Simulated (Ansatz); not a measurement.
**SiH4OF: geometry relaxation (part 1 of 2)**

- system: SiH4OF, multiplicity 2
- method: UHF/def2-SVP (Ansatz 0.2.0)

The input holds or restrains some coordinates. It belongs to a series of runs on one base structure; here: pulled along the bonds that form and break, towards end B. Figures and captions count atoms from 1; the log counts them from 0 in places.

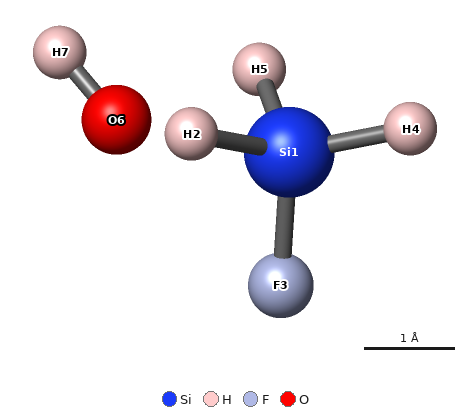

The starting structure (ball-and-stick view, seen at a tilt; atoms are numbered from 1 in the order of the input). Bond lengths as drawn: F–Si 1.59 Å, H–O 1.01 Å and H–Si 1.46 to 1.71 Å.

Results in brief

- outcome: converged under the restraints of the input
- total energy: −12662.2450 eV
- mean-field energy: −12662.2450 eV
- ⟨S²⟩: 0.752
- largest force (length of the vector) at the end, held atoms and coordinates included: 1.301 eV/Å
- hardware: 1 thread of Intel Xeon (Granite Rapids), 32 GiB of memory available, shared host
- wall time: 13 s
- peak memory: 0.14 GiB

Input file
```yaml
crystal:
  periodic: [false, false, false]
  atoms:
    - { symbol: Si, position_ang: [0.0, 0.0, 0.0] }
    - { symbol: H, position_ang: [0.0, 0.0, 1.71] }
    - { symbol: F, position_ang: [1.4994, 0.0, -0.5295] }
    - { symbol: H, position_ang: [-0.6877, 1.1914, -0.4862] }
    - { symbol: H, position_ang: [-0.6877, -1.1914, -0.4862] }
    - { symbol: O, position_ang: [0.0, 0.0, 3.02] }
    - { symbol: H, position_ang: [-0.5144, -0.8011, 3.3571] }
magnetization:
  spin_polarized: true
  initial_magnetization: 1
basis:
  gaussian: { orbitals: def2-SVP }
hamiltonian:
  xc: hf
relax:
  f_tol: 0.15
  max_steps: 25
  restrain:
    - { distance: [1, 5], at: 1.01, k: 30.0 }
    - { distance: [0, 1], at: 2.66, k: 30.0 }
output:
  orbitals: {}
```

Command:
```bash
ansatz run input.yaml --threads 1 --pin off --max-ram 2048MiB --backend cpu --events-out ev --progress --plain --runs-dir out
```

What the program printed
```
The last accepted step is kept in [file] (removed where the run ends without a failure and the disk answers)
Engine: ansatz 0.2.0, x86_64-unknown-linux-gnu
Functional definition: HF
  exchange = exact_x
  correlation = 0
671 factors; integrals over basis functions are off by at most 4.0e-4 eV
mean field evaluation 1: about -12656.3228 eV, gradient 2.9e1 eV
mean field evaluation 2: about -12656.3411 eV, gradient 2.9e1 eV
mean field evaluation 4: about -12660.3984 eV, gradient 3.2e0 eV
mean field evaluation 8: about -12660.7202 eV, gradient 3.6e-1 eV
mean field evaluation 16: about -12660.7281 eV, gradient 2.1e-5 eV
mean field evaluation 32: about -12659.6050 eV, gradient 2.9e-1 eV
mean field evaluation 64: about -12659.5988 eV, gradient 4.2e-2 eV
mean field -12660.72812036 eV, -465.2731766735 hartree, gradient 2.1e-5 eV, S^2 0.794826; 0 other end points of the search recorded, 0 dependent functions left out
the calculation of the forces begins
reference -12660.72812036 eV, -465.2731766735 hartree; 18, 17 occupied and 48, 49 virtual orbitals, 671 factors
relax step   1: F+E_penalty+E_count = -12660.72812036 eV  Δ(F+E_penalty+E_count) = +0.000e0 eV  max|allowed force component| = 1.977e0 eV/Å  E_restraint = 14.88750000 eV  max|allowed force component, restraints' pulls added| = 3.658e1 eV/Å  Δτ_max = 0.0000 Å  (115 SCF iters, accepted)
  distance H 1 - O 5 = 1.3100 Å
  distance Si 0 - H 1 = 1.7100 Å
these checks for a lower state are left out or cut short: starts, cluster_reference, orbital_swaps, neighbouring_geometries, increment
671 factors; integrals over basis functions are off by at most 8.6e-4 eV
mean field -12661.06473818 eV, -465.2855471501 hartree, gradient 2.1e-5 eV, S^2 0.766922; 0 other end points of the search recorded, 0 dependent functions left out
[... from here on the field's lines of each further geometry are left out, up to the last ...]
relax step   2: F+E_penalty+E_count = -12661.06473818 eV  Δ(F+E_penalty+E_count) = -3.366e-1 eV  max|allowed force component| = 4.802e0 eV/Å  E_restraint = 5.51941654 eV  max|allowed force component, restraints' pulls added| = 2.629e1 eV/Å  Δτ_max = 0.1948 Å  (46 SCF iters, accepted)
relax step   3: F+E_penalty+E_count = -12661.47750505 eV  Δ(F+E_penalty+E_count) = -4.128e-1 eV  max|allowed force component| = 4.873e0 eV/Å  E_restraint = 1.47024522 eV  max|allowed force component, restraints' pulls added| = 8.281e0 eV/Å  Δτ_max = 0.1949 Å  (43 SCF iters, accepted)
relax step   4: F+E_penalty+E_count = -12661.77640171 eV  Δ(F+E_penalty+E_count) = -2.989e-1 eV  max|allowed force component| = 1.993e0 eV/Å  E_restraint = 0.14287511 eV  max|allowed force component, restraints' pulls added| = 2.370e0 eV/Å  Δτ_max = 0.1944 Å  (35 SCF iters, accepted)
relax step   5: F+E_penalty+E_count = -12662.08067245 eV  Δ(F+E_penalty+E_count) = -3.043e-1 eV  max|allowed force component| = 1.387e0 eV/Å  E_restraint = 0.02883691 eV  max|allowed force component, restraints' pulls added| = 9.636e-1 eV/Å  Δτ_max = 0.1946 Å  (37 SCF iters, accepted)
relax step   6: F+E_penalty+E_count = -12661.85537729 eV  Δ(F+E_penalty+E_count) = +2.253e-1 eV  max|allowed force component| = 3.884e0 eV/Å  E_restraint = 0.02100269 eV  max|allowed force component, restraints' pulls added| = 4.735e0 eV/Å  Δτ_max = 0.1943 Å  (43 SCF iters, rejected (line search))
relax step   7: F+E_penalty+E_count = -12662.09933362 eV  Δ(F+E_penalty+E_count) = -1.866e-2 eV  max|allowed force component| = 1.436e0 eV/Å  E_restraint = 0.02558791 eV  max|allowed force component, restraints' pulls added| = 2.407e-1 eV/Å  Δτ_max = 0.0971 Å  (35 SCF iters, accepted)
relax step   8: F+E_penalty+E_count = -12662.10828518 eV  Δ(F+E_penalty+E_count) = -8.952e-3 eV  max|allowed force component| = 1.428e0 eV/Å  E_restraint = 0.02539201 eV  max|allowed force component, restraints' pulls added| = 1.387e-1 eV/Å  Δτ_max = 0.1000 Å  (34 SCF iters, accepted)
relax step   9: F+E_penalty+E_count = -12662.02372193 eV  Δ(F+E_penalty+E_count) = +8.456e-2 eV  max|allowed force component| = 2.472e0 eV/Å  E_restraint = 0.00648342 eV  max|allowed force component, restraints' pulls added| = 2.406e0 eV/Å  Δτ_max = 0.1465 Å  (36 SCF iters, rejected (line search))
relax step  10: F+E_penalty+E_count = -12662.10883656 eV  Δ(F+E_penalty+E_count) = -5.514e-4 eV  max|allowed force component| = 1.446e0 eV/Å  E_restraint = 0.02376666 eV  max|allowed force component, restraints' pulls added| = 7.525e-1 eV/Å  Δτ_max = 0.0713 Å  (35 SCF iters, accepted)
relax step  11: F+E_penalty+E_count = -12662.11689099 eV  Δ(F+E_penalty+E_count) = -8.054e-3 eV  max|allowed force component| = 1.427e0 eV/Å  E_restraint = 0.02207045 eV  max|allowed force component, restraints' pulls added| = 3.700e-1 eV/Å  Δτ_max = 0.0732 Å  (34 SCF iters, accepted)
relax step  12: F+E_penalty+E_count = -12662.13488069 eV  Δ(F+E_penalty+E_count) = -1.799e-2 eV  max|allowed force component| = 1.269e0 eV/Å  E_restraint = 0.02393541 eV  max|allowed force component, restraints' pulls added| = 1.662e-1 eV/Å  Δτ_max = 0.1125 Å  (35 SCF iters, accepted)
relax step  13: F+E_penalty+E_count = -12662.15301011 eV  Δ(F+E_penalty+E_count) = -1.813e-2 eV  max|allowed force component| = 1.142e0 eV/Å  E_restraint = 0.02236840 eV  max|allowed force component, restraints' pulls added| = 2.788e-1 eV/Å  Δτ_max = 0.1687 Å  (35 SCF iters, accepted)
relax step  14: F+E_penalty+E_count = -12662.17396680 eV  Δ(F+E_penalty+E_count) = -2.096e-2 eV  max|allowed force component| = 1.012e0 eV/Å  E_restraint = 0.02792292 eV  max|allowed force component, restraints' pulls added| = 1.789e-1 eV/Å  Δτ_max = 0.1096 Å  (35 SCF iters, accepted)
relax step  15: F+E_penalty+E_count = -12662.02883603 eV  Δ(F+E_penalty+E_count) = +1.451e-1 eV  max|allowed force component| = 3.759e0 eV/Å  E_restraint = 0.00504593 eV  max|allowed force component, restraints' pulls added| = 4.225e0 eV/Å  Δτ_max = 0.1959 Å  (43 SCF iters, rejected (line search))
relax step  16: F+E_penalty+E_count = -12662.17718717 eV  Δ(F+E_penalty+E_count) = -3.220e-3 eV  max|allowed force component| = 1.572e0 eV/Å  E_restraint = 0.01564048 eV  max|allowed force component, restraints' pulls added| = 7.112e-1 eV/Å  Δτ_max = 0.0935 Å  (36 SCF iters, accepted)
relax step  17: F+E_penalty+E_count = -12662.20208709 eV  Δ(F+E_penalty+E_count) = -2.490e-2 eV  max|allowed force component| = 1.431e0 eV/Å  E_restraint = 0.02043417 eV  max|allowed force component, restraints' pulls added| = 3.956e-1 eV/Å  Δτ_max = 0.0999 Å  (35 SCF iters, accepted)
relax step  18: F+E_penalty+E_count = -12662.19715366 eV  Δ(F+E_penalty+E_count) = +4.933e-3 eV  max|allowed force component| = 2.230e0 eV/Å  E_restraint = 0.00761654 eV  max|allowed force component, restraints' pulls added| = 1.604e0 eV/Å  Δτ_max = 0.1448 Å  (35 SCF iters, accepted)
relax step  19: F+E_penalty+E_count = -12662.22275741 eV  Δ(F+E_penalty+E_count) = -2.560e-2 eV  max|allowed force component| = 1.798e0 eV/Å  E_restraint = 0.01572219 eV  max|allowed force component, restraints' pulls added| = 8.652e-1 eV/Å  Δτ_max = 0.0512 Å  (35 SCF iters, accepted)
relax step  20: F+E_penalty+E_count = -12662.24215770 eV  Δ(F+E_penalty+E_count) = -1.940e-2 eV  max|allowed force component| = 1.362e0 eV/Å  E_restraint = 0.02581277 eV  max|allowed force component, restraints' pulls added| = 1.566e-1 eV/Å  Δτ_max = 0.0747 Å  (36 SCF iters, accepted)
the calculation of the forces begins
reference -12662.24504627 eV, -465.3289226723 hartree; 18, 17 occupied and 48, 49 virtual orbitals, 671 factors
relax step  21: F+E_penalty+E_count = -12662.24504627 eV  Δ(F+E_penalty+E_count) = -2.889e-3 eV  max|allowed force component| = 1.271e0 eV/Å  E_restraint = 0.02772591 eV  max|allowed force component, restraints' pulls added| = 8.305e-2 eV/Å  Δτ_max = 0.0730 Å  (36 SCF iters, accepted)
  distance H 1 - O 5 = 0.9685 Å
  distance Si 0 - H 1 = 2.6713 Å
671 factors; integrals over basis functions are off by at most 1.0e-3 eV
mean field evaluation 224: about -12662.2404 eV, gradient 2.7e-1 eV
```

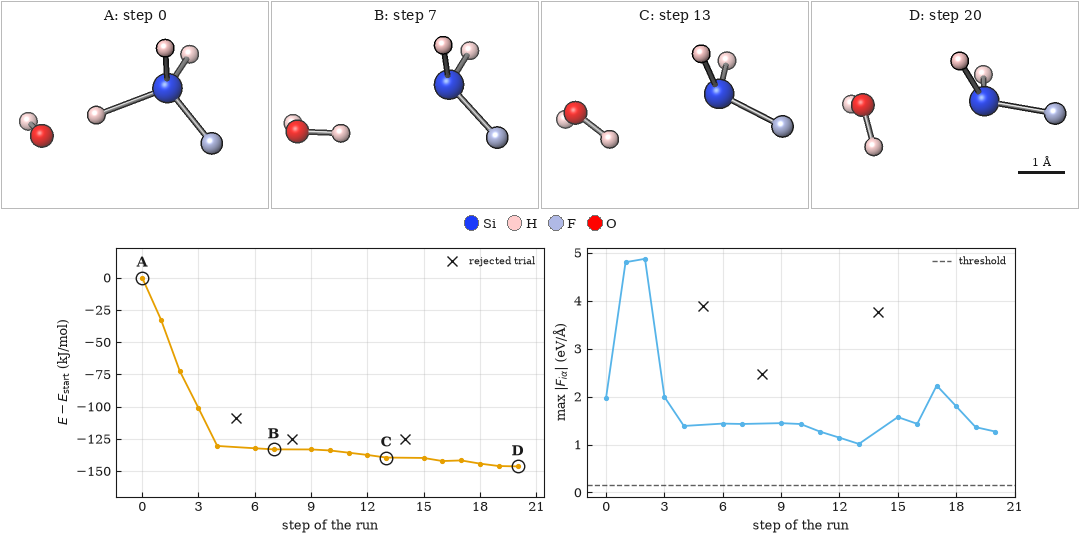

Frames of the restrained relaxation (ball-and-stick view, seen at a tilt) above the curves, on which the letters mark them (the first geometry is step 0 here and step 1 in the log).

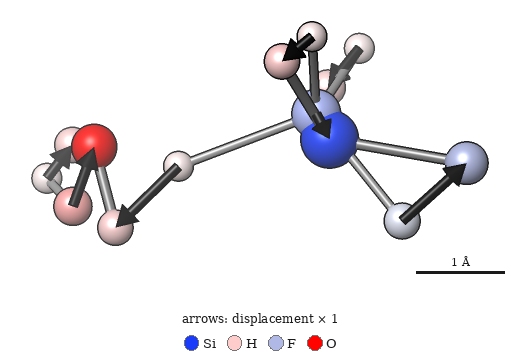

Start (faint) and end (solid) with the displacements as black arrows, at true length (ball-and-stick view, seen at a tilt). The two geometries are laid on each other by the best rigid fit. H2 moves most after the best rigid fit: 1.00 Å. Largest moves by element: H 1.00 Å, F 0.99 Å, O 0.72 Å, Si 0.33 Å. Among the contacts that change: Si1–H2 1.710 → 2.671 Å, H2–O6 1.310 → 0.969 Å, O6–H7 1.010 → 0.948 Å, Si1–F3 1.590 → 1.624 Å. New bonds form: H2–O6 (1.31 → 0.97 Å). Among the angles that change: H4–Si1–H5 109.5° → 114.0°, F3–Si1–H5 109.5° → 106.5°, F3–Si1–H4 109.5° → 107.3°. The energy falls by 146.4 kJ/mol in 20 geometry steps. Largest force component: 2 eV/Å at the start, 1.3 eV/Å at the end. The line search rejected the trial steps at points 5, 8, 14 (counted from 0) and went back. (Atoms are counted from 1 in the order of the input.)

```
mean field -12662.24504627 eV, -465.3289226723 hartree, gradient 2.6e-5 eV, S^2 0.752487; 1 other end points of the search recorded, 0 dependent functions left out
the calculation of the forces begins
reference -12662.24504627 eV, -465.3289226723 hartree; 18, 17 occupied and 48, 49 virtual orbitals, 671 factors
Total energy: -12662.24504627 eV, -465.3289226723 hartree
Atom 0 at     0.314858     0.005933    -0.053902 Å, force     0.060747    -0.036341    -0.254337 eV/Å
Atom 1 at     0.441241     0.064363     2.613728 Å, force    -1.271040    -0.080756     0.267864 eV/Å
Atom 2 at     1.107844    -0.014570    -1.470831 Å, force    -0.029124     0.012503    -0.022907 eV/Å
Atom 3 at    -0.531774     1.212605    -0.042922 Å, force    -0.021381    -0.033402    -0.015480 eV/Å
Atom 4 at    -0.442052    -1.260803     0.021364 Å, force    -0.019086     0.037442    -0.026761 eV/Å
Atom 5 at    -0.524480     0.011270     2.563014 Å, force     1.246134     0.049736     0.076575 eV/Å
Atom 6 at    -0.756036    -0.819899     2.954749 Å, force     0.033748     0.050818    -0.024954 eV/Å
Dipole moment:     0.029544    -0.275887     0.663506 e Å
```

Trajectory as extended XYZ (Å, eV, eV/Å), 21 frames, from step=1 to step=21
```
7
Properties=species:S:1:pos:R:3:forces:R:3 step=1 energy=-12660.72812
Si    0.0000    0.0000    0.0000   -0.6119  -0.0034   1.2807
H     0.0000    0.0000    1.7100   -0.0835  -0.2500  -0.9152
F     1.4994    0.0000   -0.5295    0.6758  -0.0170  -0.2306
H    -0.6877    1.1914   -0.4862   -0.0710   0.3208  -0.0866
H    -0.6877   -1.1914   -0.4862   -0.0780  -0.3480  -0.1199
O     0.0000    0.0000    3.0200   -1.1194  -1.6793   1.4699
H    -0.5144   -0.8011    3.3571    1.2881   1.9769  -1.3983
7
Properties=species:S:1:pos:R:3:forces:R:3 step=2 energy=-12661.06474
Si   -0.0132   -0.0002   -0.1610   -0.0463   0.0525   1.5649
H    -0.0021   -0.0032    1.9047   -0.2055  -0.3519   4.8019
F     1.5235   -0.0003   -0.5441    0.7384  -0.0185  -0.6610
H    -0.6933    1.2081   -0.4980   -0.3381   0.8010  -0.6550
H    -0.6935   -1.2084   -0.4985   -0.3391  -0.8289  -0.6641
O    -0.0043   -0.0060    3.0366   -0.7299  -1.0690  -3.3547
H    -0.5076   -0.7912    3.3455    0.9206   1.4148  -1.0320
7
Properties=species:S:1:pos:R:3:forces:R:3 step=3 energy=-12661.47751
Si   -0.0164    0.0011   -0.2687   -0.2672   0.0006   2.1660
H    -0.0048   -0.0112    2.0995   -0.1853  -0.3506  -3.2683
F     1.5368   -0.0004   -0.5553    1.0304  -0.0147  -0.9340
H    -0.6990    1.2207   -0.5096   -0.3870   0.9481  -0.9432
H    -0.6989   -1.2210   -0.5099   -0.3677  -0.9316  -0.9460
O    -0.0079   -0.0106    2.9959   -0.6402  -0.9047   4.8727
H    -0.5003   -0.7797    3.3334    0.8169   1.2530  -0.9471
```
